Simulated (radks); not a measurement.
# Ga in [Ar] 3d10 4s1 4p1 5p1: an all-electron calculation

What are the levels of neutral gallium, how large are its shells, and how does its energy divide?

Program: radks (a radial shooting solver on a logarithmic mesh, Libxc functionals) version 1. Level of theory: scalar-relativistic Kohn-Sham, LDA (Slater exchange, Perdew-Zunger correlation), spin-polarised, spherical densities, finite nucleus; open shells are filled with parallel spins first. These are calculated values, not measurements, unless marked.

**1. Starting point**

* element: gallium (Z = 31)
* charge: 0
* electrons: 31
* configuration: [Ar] 3d10 4s1 4p1 5p1
* nuclear rms radius: 3.9973 fm

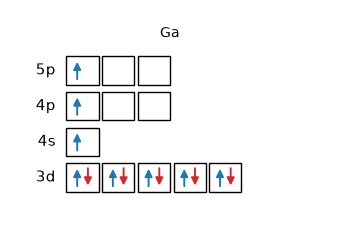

Outer shells as boxes.

In the logs a row gives level, spin channel, occupation and eigenvalue; Etot, Ekin, Encl (electron-nucleus), Eh (Hartree) and Exc are energies, all in hartree; err is the last residual, it the number of iterations.

**2. The calculation**

The run's settings:

```text
Z 31
configuration [Ar] 3d10 4s1 4p1 5p1 5s0 4d0 4f0 6p0
relativity scalar-relativistic
functional lda,pz
spin polarised
nucleus finite rms 3.9973 fm
c 137.035999084
```

Launch:

```console
$ python run_ks.py task.json out
```

This one command runs every case of the session in turn.

What it wrote:

```text
1s      1   1.0000        -375.47524476
2s      1   1.0000         -46.54285642
2p      1   3.0000         -40.59616003
3s      1   1.0000          -5.66001194
3p      1   3.0000          -3.86813721
3d      1   5.0000          -0.95625037
4s      1   1.0000          -0.55054443
4p      1   1.0000          -0.27395247
5p      1   1.0000          -0.04646224
5s      1   0.0000          -0.08534686
4d      1   0.0000          -0.03521434
4f      1   0.0000           0.00027128
6p      1   0.0000          -0.00237041
1s      2   1.0000        -375.47143728
2s      2   1.0000         -46.54166667
2p      2   3.0000         -40.59425126
3s      2   1.0000          -5.65652630
3p      2   3.0000          -3.86354937
3d      2   5.0000          -0.94480106
4s      2   0.0000          -0.47817679
4p      2   0.0000          -0.20474271
5p      2   0.0000          -0.02807280
5s      2   0.0000          -0.06039295
4d      2   0.0000          -0.01419483
4f      2   0.0000           0.00027128
6p      2   0.0000           0.00010283
Etot -1940.731277259223
Ekin 1972.965727905878
Encl -4673.004271875194
Eh 831.7560210748826
Exc -72.44875436478995
err 1.947129652882647e-09
it 16
```

Run time: 0.31 s. Hardware: 1 thread of Intel Xeon Platinum 8259CL at 2.50GHz, shared host; peak memory 0.24 GiB.

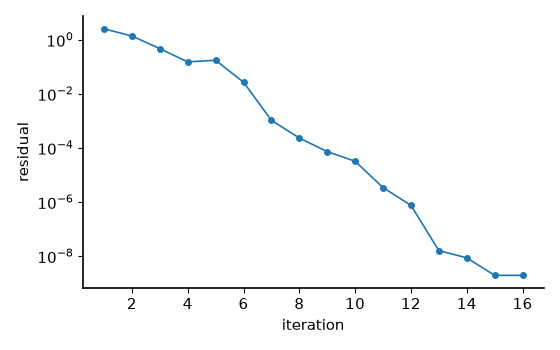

Residual of the self-consistent cycle.

**3. Radial structure**

Radial moments (bohr):

| level | occupation | energy (eV) | <r> | outermost maximum (interpolated) | 90 % within | nodes |
| --- | --- | --- | --- | --- | --- | --- |
| 1s up | 1 | -10217.2 | 0.04867 | 0.0318 | 0.0870 | 0 |
| 1s down | 1 | -10217.1 | 0.04867 | 0.0318 | 0.0870 | 0 |
| 2s up | 1 | -1266.5 | 0.2182 | 0.183 | 0.338 | 1 |
| 2s down | 1 | -1266.5 | 0.2182 | 0.183 | 0.338 | 1 |
| 2p up | 3 | -1104.7 | 0.1909 | 0.146 | 0.312 | 0 |
| 2p down | 3 | -1104.6 | 0.1909 | 0.146 | 0.312 | 0 |
| 3s up | 1 | -154.02 | 0.6534 | 0.565 | 0.980 | 2 |
| 3s down | 1 | -153.92 | 0.6530 | 0.565 | 0.979 | 2 |
| 3p up | 3 | -105.26 | 0.6804 | 0.567 | 1.05 | 1 |
| 3p down | 3 | -105.13 | 0.6794 | 0.567 | 1.05 | 1 |
| 3d up | 5 | -26.021 | 0.8100 | 0.531 | 1.40 | 0 |
| 3d down | 5 | -25.709 | 0.7983 | 0.531 | 1.37 | 0 |
| 4s up | 1 | -14.981 | 2.178 | 1.83 | 3.26 | 3 |
| 4s down | 0 | -13.012 | 2.182 | 1.81 | 3.29 | 3 |
| 4p up | 1 | -7.455 | 2.775 | 2.26 | 4.25 | 2 |
| 4p down | 0 | -5.571 | 2.905 | 2.27 | 4.54 | 2 |
| 5s up | 0 | -2.322 | 6.760 | 5.93 | 9.94 | 4 |
| 5s down | 0 | -1.643 | 7.360 | 6.31 | 10.9 | 4 |
| 5p up | 1 | -1.264 | 8.899 | 8.05 | 12.8 | 3 |
| 4d up | 0 | -0.958 | 7.688 | 6.59 | 12.0 | 1 |
| 5p down | 0 | -0.764 | 10.20 | 9.05 | 14.9 | 3 |
| 4d down | 0 | -0.386 | 10.34 | 8.96 | 16.0 | 1 |
| 6p up | 0 | -0.065 | 20.76 | 18.0 | 31.3 | 4 |

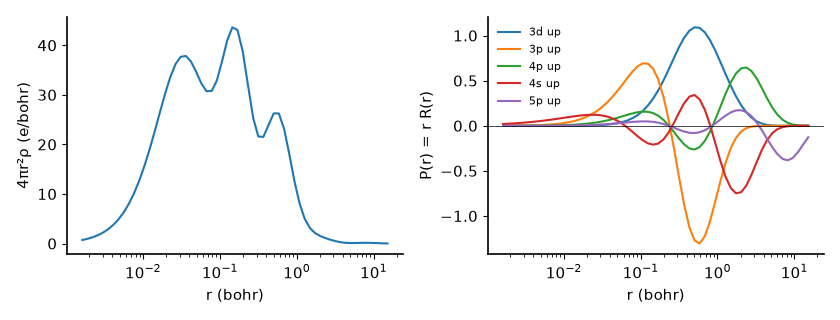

Radial density (left) and radial functions of outer levels (right).

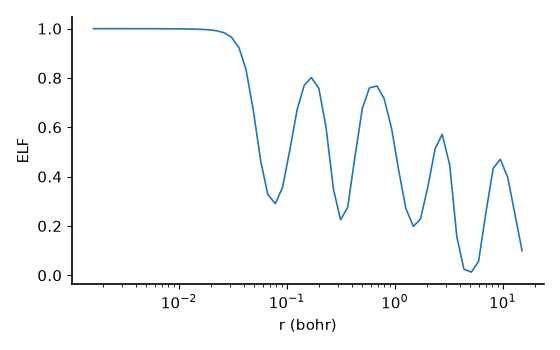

Electron localisation function against radius.

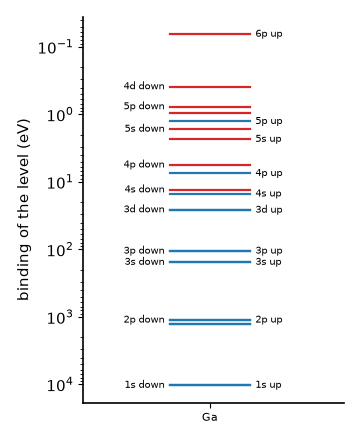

Level scheme on a logarithmic scale; filled levels blue, empty ones red.

Slater integrals of the outer shells (eV):

| integral | shells | value |
| --- | --- | --- |
| F0 | 5p, 5p | 2.751 |
| F2 | 5p, 5p | 1.502 |
| F0 | 5p, 4p | 3.521 |
| F2 | 5p, 4p | 0.706 |
| G0 | 5p, 4p | 0.178 |
| G2 | 5p, 4p | 0.219 |
| F0 | 5p, 4s | 3.592 |
| G1 | 5p, 4s | 0.299 |
| F0 | 5p, 3d | 3.744 |
| F2 | 5p, 3d | 0.218 |

X-ray form factor f at sin θ/λ (1/Å): 0.05: 29.65, 0.15: 26.64, 0.25: 23.13, 0.4: 18.23, 0.6: 13.00, 1: 7.73, 1.5: 5.61.

**4. Results**

```
                        quantity                   value
                    total energy     -1940.73128 hartree
exchange-correlation share of it                  3.73 %
                            −T/E                  1.0166
          highest occupied level        5p up, -1.264 eV
    most extended occupied level  5p up, <r> = 8.90 bohr
 radius at density 0.001 e/bohr³               4.00 bohr
    maxima of the radial density                       4
```

**Reading.** The radial density shows 4 maxima for 5 occupied principal shells; where shells overlap, one shows as a shoulder or not at all. Relativity lifts −T/E to 1.017. This is not the tabulated ground configuration, so its levels and sizes aren't those of the ground state, and no measured value stands beside it.
